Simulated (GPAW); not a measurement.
## Mg K-edge XANES of NaMgF3 (Pm-3m)

Aim: the near-edge shape at the Mg K edge of NaMgF3 (Pm-3m), and what the core hole does to it.

Main program and level: GPAW 26.7.0; X-ray absorption from dipole matrix elements to empty bands, plane-wave PAW LDA.

## Step 1: Set-up

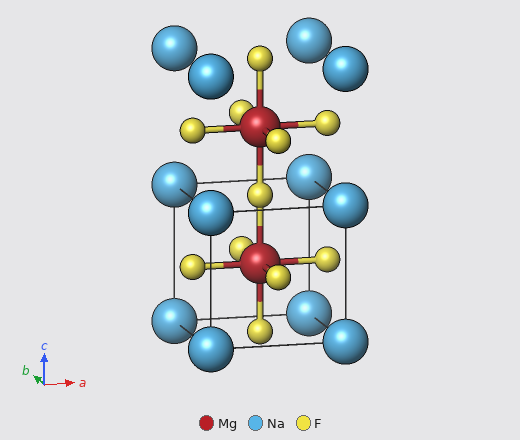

Start, viewed slightly off an axis; magnesium red, sodium blue, fluorine yellow. 1×1×2 cells are drawn. Some periodic images of atoms are drawn too.

Coordinates:

```xyz
5
Lattice="3.9508 0.0000 0.0000 0.0000 3.9508 0.0000 0.0000 0.0000 3.9508" Properties=species:S:1:pos:R:3 pbc="T T T"
Mg    1.9754    1.9754    1.9754
Na    0.0000    0.0000    0.0000
F     0.0000    1.9754    1.9754
F     1.9754    0.0000    1.9754
F     1.9754    1.9754    0.0000
```

## Step 2: Ground state of the crystal

A plain self-consistent run shows whether there is a gap, which decides the set-up of the core-hole run.

scf.py reads:

```python
import numpy as np
from ase import Atoms
from ase.parallel import parprint, paropen
from gpaw import GPAW, PW, FermiDirac, Mixer, MixerDif, setup_paths
from gpaw.test import gen
setup_paths.insert(0, '.')
gen('Mg', name='nch1s', xcname='LDA', corehole=(1, 0, 0), write_xml=True)
from gpaw.mpi import world
world.barrier()

atoms = Atoms('MgNaF3',
    cell=[[3.950839, 0, 0],
     [0, 3.950839, 0],
     [0, 0, 3.950839]],
    scaled_positions=[[0.5, 0.5, 0.5],
     [0, 0, 0],
     [0, 0.5, 0.5],
     [0.5, 0, 0.5],
     [0.5, 0.5, 0]],
    pbc=True)
atoms.calc = calc = GPAW(legacy_gpaw=True, mode=PW(500), xc='LDA', setups={0: 'nch1s'},
    kpts={'size': (6, 6, 6), 'gamma': True}, occupations=FermiDirac(0.05),
    charge=0, mixer=Mixer(0.1, 5, 50), maxiter=150,
    convergence={'density': 0.0001}, txt='scf.txt')
energy = atoms.get_potential_energy() + calc.get_reference_energy()
ef = calc.get_fermi_level()
out = dict(energy=energy, fermi=ef, forces=atoms.get_forces().tolist())
parprint(f'all-electron energy {energy:.4f} eV, Fermi level {ef:.4f} eV')
ev = np.array([[calc.get_eigenvalues(k, s) for k in range(len(calc.get_ibz_k_points()))] for s in range(calc.get_number_of_spins())])
out['homo'], out['lumo'], out['counts'] = ev[ev < ef].max(), ev[ev > ef].min(), sorted(set((ev < ef).sum((0, 2)).tolist()))
out['filled'] = (ev[:, 0] < ef).sum(1).tolist()
import json
with paropen('out.json', 'w') as f:
    json.dump(out, f)
```

Launch:

```
> OMP_NUM_THREADS=1 mpirun -n 4 gpaw python scf.py
```

Numbers of over 12 decimals in the logs are rounded to 6 here.

Output:

```text
Input parameters:
  convergence: {density: 0.0001}
  kpts: {gamma: True,
         size: (6, 6, 6)}
  maxiter: 150
  mixer: {backend: pulay,
          beta: 0.1,
          method: separate,
          nmaxold: 5,
          weight: 50}
  mode: {ecut: 500.0,
         name: pw}
  occupations: {fixmagmom: False,
                name: fermi-dirac,
                width: 0.05}
  setups: {0: nch1s}

Initialize ...

[... PAW data sets ...]

Reference energy: -17922.814938  # eV

Spin-paired calculation

[... convergence settings ...]
Symmetries present (total): 48
  [... symmetry matrices ...]

216 k-points: 6 x 6 x 6 Monkhorst-Pack grid + [1/12,1/12,1/12]
20 k-points in the irreducible part of the Brillouin zone
       k-points in crystal coordinates                weights
   0:     0.00000000    0.00000000    0.00000000          1/216
   1:     0.16666667    0.00000000    0.00000000          6/216
   2:     0.16666667    0.16666667    0.00000000         12/216
   3:     0.16666667    0.16666667    0.16666667          8/216
   4:     0.33333333    0.00000000    0.00000000          6/216
   5:     0.33333333    0.16666667    0.00000000         24/216
   6:     0.33333333    0.16666667    0.16666667         24/216
   7:     0.33333333    0.33333333    0.00000000         12/216
   8:     0.33333333    0.33333333    0.16666667         24/216
   9:     0.33333333    0.33333333    0.33333333          8/216
          ...
  19:     0.50000000    0.50000000    0.50000000          1/216

Wave functions: Plane wave expansion
  Cutoff energy: 500.000 eV
  Number of coefficients (min, max): 1542, 1596
  Pulay-stress correction: 0.000000 eV/Ang^3 (de/decut=0.000000)
  Using FFTW library
  Wavefunction extrapolation:
    Improved wavefunction reuse through dual PAW basis

Occupation numbers: Fermi-Dirac:
  width: 0.0500  # eV

Eigensolver
   Davidson(niter=2)

Densities:
  Coarse grid: 21*21*21 grid
  Fine grid: 42*42*42 grid
  Total Charge: 0.000000

Density mixing:
  Method: separate
  Backend: pulay
  Linear mixing parameter: 0.1
  old densities: 5
  Width of damping distribution: 1.1
  Damping of long wavelength oscillations: 50

[... Hamiltonian set-up ...]
Number of atoms: 5
Number of atomic orbitals: 27
Number of bands in calculation: 27
Number of valence electrons: 38
Bands to converge: occupied

... initialized

Initializing position-dependent things.

Density initialized from atomic densities
Creating initial wave functions:
  27 bands from LCAO basis set

Positions:
   0 Mg     1.975420    1.975420    1.975420    ( 0.0000,  0.0000,  0.0000)
   1 Na     0.000000    0.000000    0.000000    ( 0.0000,  0.0000,  0.0000)
   2 F      0.000000    1.975420    1.975420    ( 0.0000,  0.0000,  0.0000)
   3 F      1.975420    0.000000    1.975420    ( 0.0000,  0.0000,  0.0000)
   4 F      1.975420    1.975420    0.000000    ( 0.0000,  0.0000,  0.0000)

Unit cell:
           periodic     x           y           z      points  spacing
  1. axis:    yes    3.950839    0.000000    0.000000    21     0.1881
  2. axis:    yes    0.000000    3.950839    0.000000    21     0.1881
  3. axis:    yes    0.000000    0.000000    3.950839    21     0.1881

  Lengths:   3.950839   3.950839   3.950839
  Angles:   90.000000  90.000000  90.000000

Effective grid spacing dv^(1/3) = 0.1881

iter:   1   -27.507999
iter:   2   -26.841785   -1.25  -1.23
iter:   3   -26.084028   -1.06  -1.32
iter:   4   -26.047025   -2.17  -1.55
iter:   5   -26.032462   -2.61  -1.94
iter:   6   -26.034524c  -3.18  -2.86
iter:   7   -26.030810c  -3.56  -2.59
iter:   8   -26.030964c  -4.37  -3.53
iter:   9   -26.030783c  -4.59  -3.35
iter:  10   -26.030777c  -6.74  -4.04c
iter:  11   -26.030777c  -7.35  -4.82c
iter:  12   -26.030777c  -8.94c -5.00c

Converged after 12 iterations.

Dipole moment: (-0.000000, -0.000000, -0.000000) |e|*Ang

Energy contributions relative to reference atoms: (reference = -17922.814938)

Kinetic:        +19.674823
Potential:      -19.658051
External:        +0.000000
XC:             -26.571352
Entropy (-ST):   -0.000000
Local:           +0.523804
SIC:             +0.000000
--------------------------
Free energy:    -26.030777
Extrapolated:   -26.030777

Showing only first 2 kpts
 Kpt  Band  Eigenvalues  Occupancy
  0    17     -1.67692    2.00000
  0    18     -1.67689    2.00000
  0    19      4.38861    0.00000
  0    20     11.66966    0.00000

  1    17     -1.71503    2.00000
  1    18     -1.71500    2.00000
  1    19      4.85460    0.00000
  1    20     10.80793    0.00000

Fermi level: 0.32545

Gap: 5.616 eV
Transition (v -> c):
  (s=0, k=19, n=18, [0.50, 0.50, 0.50]) -> (s=0, k=0, n=19, [0.00, 0.00, 0.00])
Direct/indirect transitions are different
Direct gap: 6.065 eV
Transition at: (s=0, k=0, n=18, [0.00, 0.00, 0.00])

Forces in eV/Ang:
  0 Mg   -0.00000   -0.00000   -0.00000
  1 Na   -0.00000   -0.00000   -0.00000
  2 F     0.00000   -0.00000   -0.00000
  3 F    -0.00000    0.00000    0.00000
  4 F     0.00000    0.00000    0.00000
Scalar-relativistic atomic LDA calculation for Mg (Magnesium, Z=12)
Core hole in 1s state (1s occupation: 2.0)
450 radial gridpoints.
|------------------------------------------------|
|------------------------------------------------|
[... the atom generator's iteration count ...]

Energy contributions:
-------------------------
Kinetic:     +199.421891
XC:           -15.478236
Potential:   -383.390681
-------------------------
Total:       -199.447026

state      eigenvalue         ekin         rmax
-----------------------------------------------
1s^2.0 :   -46.058148    66.987568        0.085
2s^2.0 :    -2.913890     8.631240        0.548
2p^6.0 :    -1.717103     7.802539        0.477
3s^2.0 :    -0.175717     0.684522        2.514
3p^0.0 :    -0.050476     0.349037        3.500
-----------------------------------------------
(units: Bohr and Hartree)

Generating PAW setup
Kinetic energy of the core from tauc = 134.219440
Cutoffs:
rc(s)=2.060
rc(p)=2.050
rc(d)=1.960
rc(vbar)=2.000
rc(comp)=1.950
rc(nct)=2.060

Kinetic energy of the core states: 133.975135
Charge: 0.0
Core electrons: 2.0
Valence electrons: 10.0
Pseudo-core charge: 0.000000
Shape function alpha=2.630
Pseudo-electron charge 2.915379
state    eigenvalue         norm
--------------------------------
2s(2) :    -2.913890     0.147237
3s(2) :    -0.175717     1.006311
2p(6) :    -1.717103     0.101380
3p(0) :    -0.050476     0.993759
*d    :     0.000000
--------------------------------

Diagonalizing with gridspacing h=0.050

state   all-electron     PAW
-------------------------------
2s:      -2.913890    -2.914469
2p:      -1.717103    -1.717995
*d:                    0.032132
*f:                    0.068122
-------------------------------
all-electron energy -17948.8457 eV, Fermi level 0.3254 eV
```

It took 6.9 s on 4 MPI ranks of Arm Neoverse V1, shared host; peak memory 0.2 GiB.

The mesh shows a gap of 5.62 eV, so the hole is first treated in a charged cell, without the excited electron.

## Step 3: Spectrum without a core hole, Mg atom 1

This cheap baseline ignores the attraction of the hole: it shows the absorber's empty states as they are in the ground state. The data set with a hole of occupation 0 only carries the core orbital.

The absorber has 6 F at 1.98 Å (octahedral, site symmetry m-3m).

xas.py reads:

```python
import numpy as np
from ase import Atoms
from ase.parallel import parprint, paropen
from gpaw import GPAW, PW, FermiDirac, Mixer, MixerDif, setup_paths
from gpaw.test import gen
setup_paths.insert(0, '.')
gen('Mg', name='nch1s', xcname='LDA', corehole=(1, 0, 0), write_xml=True)
from gpaw.mpi import world
world.barrier()

atoms = Atoms('MgNaF3',
    cell=[[3.950839, 0, 0],
     [0, 3.950839, 0],
     [0, 0, 3.950839]],
    scaled_positions=[[0.5, 0.5, 0.5],
     [0, 0, 0],
     [0, 0.5, 0.5],
     [0.5, 0, 0.5],
     [0.5, 0.5, 0]],
    pbc=True)
atoms.calc = calc = GPAW(legacy_gpaw=True, mode=PW(500), xc='LDA', setups={0: 'nch1s'},
    kpts={'size': (6, 6, 6), 'gamma': True}, occupations=FermiDirac(0.02),
    charge=0, mixer=Mixer(0.1, 5, 50), maxiter=150,
    convergence={'density': 0.0001}, txt='scf.txt')
energy = atoms.get_potential_energy() + calc.get_reference_energy()
ef = calc.get_fermi_level()
out = dict(energy=energy, fermi=ef, forces=atoms.get_forces().tolist())
parprint(f'all-electron energy {energy:.4f} eV, Fermi level {ef:.4f} eV')
ev = np.array([[calc.get_eigenvalues(k, s) for k in range(len(calc.get_ibz_k_points()))] for s in range(calc.get_number_of_spins())])
out['homo'], out['lumo'], out['counts'] = ev[ev < ef].max(), ev[ev > ef].min(), sorted(set((ev < ef).sum((0, 2)).tolist()))
out['filled'] = (ev[:, 0] < ef).sum(1).tolist()

from ase.units import Ha
from gpaw.xas import dipole_matrix_elements
nb = int(calc.get_number_of_electrons() / 2) + 40
top, nb = nb, nb + 8 + nb // 12
nscf = calc.fixed_density(kpts={'size': (6, 6, 6), 'gamma': True}, nbands=nb,
    convergence={'bands': top, 'eigenstates': 1e-5}, maxiter=60, txt='nscf.txt')
cell = atoms.cell.array
ops = [cell.T @ U.T @ np.linalg.inv(cell.T) for U in nscf.wfs.kd.symmetry.op_scc]
filled = [19]  # bands filled in the ground state, by spin
E = np.arange(-25, 34, 0.1)
fwhm = np.interp(E, [4, 25], [0.9, 3.5])
Y, X, zero, highest = 0, 0, 1e9, 1e9
for spin in range(nscf.get_number_of_spins()):
    wfs = nscf.wfs
    A = dipole_matrix_elements(wfs.setups[0])
    eps = np.zeros((wfs.kd.nibzkpts, nb))
    d = np.zeros((3, A.shape[1], wfs.kd.nibzkpts, nb), complex)
    for kpt in wfs.kpt_u:
        if kpt.s == spin and 0 in kpt.P_ani:
            eps[kpt.k] = kpt.eps_n * Ha
            d[:, :, kpt.k] = (kpt.weight * wfs.nspins / 2) ** 0.5 * np.inner(A, kpt.P_ani[0])
    world.sum(eps)
    world.sum(d)
    T = np.einsum('amkn,bmkn->abkn', d, d.conj()).real
    T = sum(np.einsum('ai,ijkn,bj->abkn', R, T, R) for R in ops) / len(ops)
    empty = np.ones_like(eps, bool) & (np.arange(nb) >= filled[spin])
    zero, highest = min(zero, eps[empty].min()), min(highest, eps[:, top - 1].min())
    lines = [(eps, T, empty)] if spin == 0 else lines + [(eps, T, empty)]
for eps, T, empty in lines:
    f = np.einsum('aakn->akn', T).reshape(3, -1)
    x = eps.ravel() - zero
    w = np.interp(x, E, fwhm) / 2.35482
    g = np.exp(-0.5 * ((E[:, None] - x) / w) ** 2) / (w * (2 * np.pi) ** 0.5)
    Y = Y + (f * empty.ravel()) @ g.T
    X = X + (f * ~empty.ravel()) @ g.T
out.update(E=E.round(2).tolist(), xas=Y.tolist(), xes=X.tolist(), zero=zero, valid=highest - zero, nk=len(eps), nb=nb)
for i in range(0, len(E), 10):
    parprint(f'{E[i]:7.2f}', *(f'{v:10.3e}' for v in Y[:, i]))
import json
with paropen('out.json', 'w') as f:
    json.dump(out, f)
```

Launch:

```
> OMP_NUM_THREADS=1 mpirun -n 4 gpaw python xas.py
```

Output:

```text
Input parameters:
  convergence: {density: 0.0001}
  kpts: {gamma: True,
         size: (6, 6, 6)}
  maxiter: 150
  mixer: {backend: pulay,
          beta: 0.1,
          method: separate,
          nmaxold: 5,
          weight: 50}
  mode: {ecut: 500.0,
         name: pw}
  occupations: {fixmagmom: False,
                name: fermi-dirac,
                width: 0.02}
  setups: {0: nch1s}

Initialize ...

[...]
*d    :     0.000000
--------------------------------

Diagonalizing with gridspacing h=0.050

state   all-electron     PAW
-------------------------------
2s:      -2.913890    -2.914469
2p:      -1.717103    -1.717995
*d:                    0.032132
*f:                    0.068122
-------------------------------
all-electron energy -17948.8457 eV, Fermi level 0.3254 eV
[...]
32.00  1.065e-05  1.065e-05  1.065e-05
  33.00  1.017e-05  1.017e-05  1.017e-05
[key lines of the parts left out:]
Converged after 12 iterations.
Dipole moment: (-0.000000, -0.000000, -0.000000) |e|*Ang
Free energy:    -26.030777
Fermi level: 0.32545
```

It took 15 s on 4 MPI ranks; peak memory 0.23 GiB.

The Mg K spectrum, Mg atom 1, no core hole (energy from the lowest empty level; intensity scaled to a mean of 1 over the first 20 eV):

```csv
E (eV),intensity
-2.0,0.00
-0.5,0.00
1.0,0.01
2.5,0.05
4.0,0.10
5.5,0.36
7.0,0.40
8.5,0.59
10.0,1.81
11.5,1.87
13.0,1.21
14.5,1.28
16.0,1.91
17.5,2.22
19.0,1.36
20.5,0.53
22.0,0.31
23.5,0.30
25.0,0.38
26.5,0.56
28.0,0.76
29.5,0.90
31.0,1.00
```

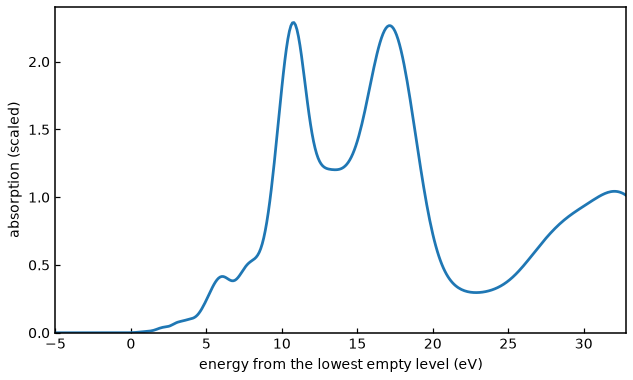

The Mg K edge, Mg atom 1, no core hole: main maxima at 10.8 and 17.1 eV.

Main maxima below 24 eV (height): 10.8 eV (2.29) and 17.1 eV (2.27). A K edge sees empty p states on the absorber.

The same matrix elements for filled bands give the Mg K emission of Mg atom 1 (ground-state approximation; energy from the lowest empty level, largest value 1):

```csv
E (eV),emission
-24.0,0.03
-22.5,0.00
-21.0,0.00
-19.5,0.00
-18.0,0.00
-16.5,0.00
-15.0,0.00
-13.5,0.00
-12.0,0.00
-10.5,0.00
-9.0,0.24
-7.5,0.82
-6.0,0.09
-4.5,0.00
-3.0,0.00
-1.5,0.00
0.0,0.00
1.5,0.00
3.0,0.00
```

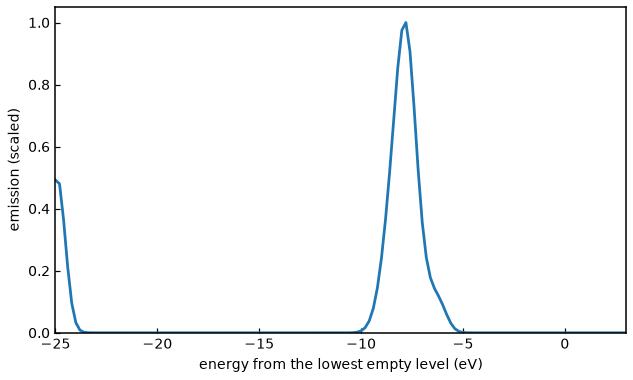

X-ray emission from the filled bands.

Emission maxima: -7.8 eV (1.00).

## Step 4: Reference energy of the supercell

The photon energy needs a difference of total energies, so the cell and mesh of the coming hole run are first run without a hole.

Changes to scf.py since step 2:

```diff
@@ -10,7 +10,10 @@
 
-atoms = Atoms('MgNaF3',
-    cell=[[3.950839, 0, 0],
-     [0, 3.950839, 0],
-     [0, 0, 3.950839]],
-    scaled_positions=[[0.5, 0.5, 0.5],
+atoms = Atoms('Mg4Na4F12',
+    cell=[[3.950839, 3.950839, 3.950839],
+     [-3.950839, 3.950839, -3.950839],
+     [-3.950839, -3.950839, 3.950839]],
+    scaled_positions=[[0.5, 0, 0],
+     [0.5, 0.5, 0.5],
+     [0, 0, 0.5],
+     [0, 0.5, 0],
      [0, 0, 0],
@@ -18,6 +21,18 @@
      [0.5, 0, 0.5],
-     [0.5, 0.5, 0]],
+     [0.5, 0.5, 0],
+     [0.5, 0.25, 0.25],
+     [0.5, 0.75, 0.75],
+     [0, 0.25, 0.75],
+     [0, 0.75, 0.25],
+     [0.25, 0.75, 0],
+     [0.25, 0.25, 0.5],
+     [0.75, 0.75, 0.5],
+     [0.75, 0.25, 0],
+     [0.25, 0, 0.75],
+     [0.25, 0.5, 0.25],
+     [0.75, 0, 0.25],
+     [0.75, 0.5, 0.75]],
     pbc=True)
 atoms.calc = calc = GPAW(legacy_gpaw=True, mode=PW(500), xc='LDA', setups={0: 'nch1s'},
-    kpts={'size': (6, 6, 6), 'gamma': True}, occupations=FermiDirac(0.05),
+    kpts={'size': (3, 3, 3), 'gamma': True}, occupations=FermiDirac(0.02),
     charge=0, mixer=Mixer(0.1, 5, 50), maxiter=150,
```

Launch:

```
> OMP_NUM_THREADS=1 mpirun -n 4 gpaw python scf.py
```

Output:

```text
Input parameters:
  convergence: {density: 0.0001}
  kpts: {gamma: True,
         size: (3, 3, 3)}
  maxiter: 150
  mixer: {backend: pulay,
          beta: 0.1,
          method: separate,
          nmaxold: 5,
          weight: 50}
  mode: {ecut: 500.0,
         name: pw}
  occupations: {fixmagmom: False,
                name: fermi-dirac,
                width: 0.02}
  setups: {0: nch1s}

Initialize ...

[...]
2s(2) :    -2.913890     0.147237
3s(2) :    -0.175717     1.006311
2p(6) :    -1.717103     0.101380
3p(0) :    -0.050476     0.993759
*d    :     0.000000
--------------------------------

Diagonalizing with gridspacing h=0.050

state   all-electron     PAW
-------------------------------
2s:      -2.913890    -2.914469
2p:      -1.717103    -1.717995
*d:                    0.032132
*f:                    0.068122
-------------------------------
all-electron energy -71795.3877 eV, Fermi level 0.3240 eV
[key lines of the parts left out:]
Converged after 14 iterations.
Dipole moment: (0.000000, 0.000000, 0.000000) |e|*Ang
Free energy:   -104.127929
Fermi level: 0.32403
```

Run time: 37 s. Hardware: 4 MPI ranks; peak memory 0.31 GiB; 2.4 min of CPU time.

Reference energy: -71795.388 eV with the cores included.

(Continued in part 2 of 3.)

[Banner, clock and machine lines of the logs are left out without a mark of their own.]

[Logs are printed without paths, hosts, clocks, repeated set-up lines and the standing remarks that a program may print on its own settings, such as how far it seeks lower states.]

[Hosts, paths, dates, database ids (printed as entryN), source tags and the programs' standing remarks are cut or masked in the printed files.]

[Lists of maxima count a maximum above −3 eV only where it reaches 4 % of the highest in the window and stands out from its surroundings by 2 % of it (1.5 % where it reaches 55 %); shoulders and weaker maxima are passed over, and of the rest the first, up to two pre-edge ones and the few strongest are named.]
